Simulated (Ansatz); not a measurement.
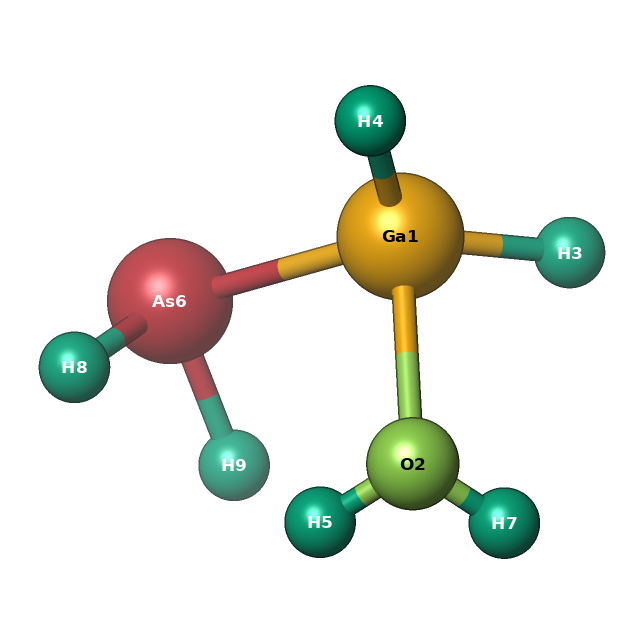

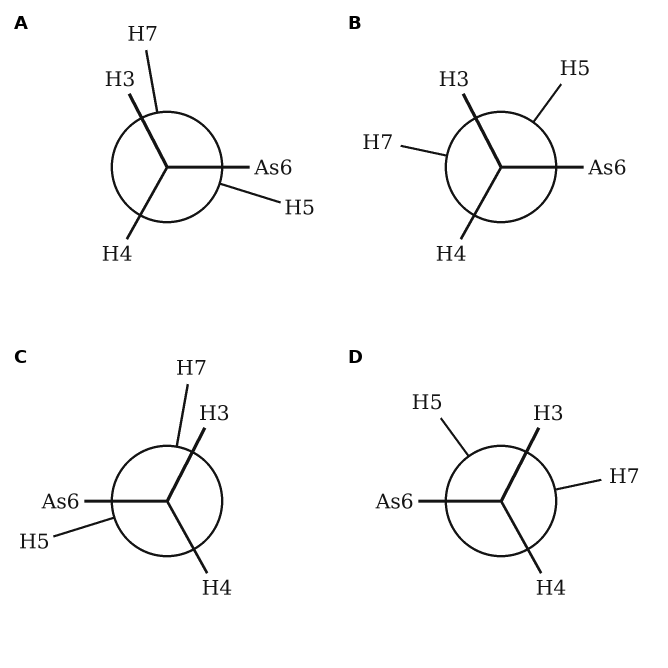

Distant atoms are faded towards the background colour. Bonds that would overlap in a projection are set slightly apart. Computed geometry: PBE0-D4/def2-TZVP optimisation.

### Which Newman projection shows the view along Ga1–O2, with Ga1 in front?

C. The torsion angle As6–Ga1–O2–H5 is −6°, synperiplanar (eclipsed).
